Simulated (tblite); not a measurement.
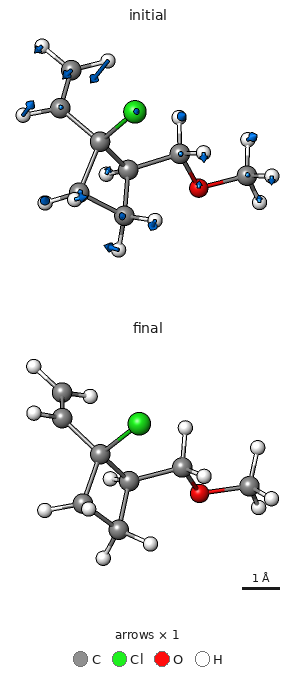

The structure of C8H13ClO before (top) and after (bottom) a relaxation, at one scale. The blue arrows give the displacements, at their true length.

The picture is a ball-and-stick view, seen at a tilt.

Level of theory: tblite 0.8.0, GFN2-xTB geometry optimisation, gas phase. 

Question: Summarise the run.

Answer: The largest move after the best rigid fit is that of an H atom, 1.06 Å. Largest moves by element: H 1.06 Å, C 0.44 Å, O 0.22 Å, Cl 0.20 Å. Some distances before and after: C–C 1.524 → 1.489 Å, C–C 1.576 → 1.542 Å, C–O 1.430 → 1.410 Å, C–H 1.096 → 1.076 Å. Among the angles between lasting bonds that change: C–C–C 113.3° → 119.7°, Cl–C–C 118.5° → 112.7°, C–C–C 111.7° → 117.4°. Groups turn about C–C by about 30°. Over 121 geometry steps the energy falls by 0.353 eV.
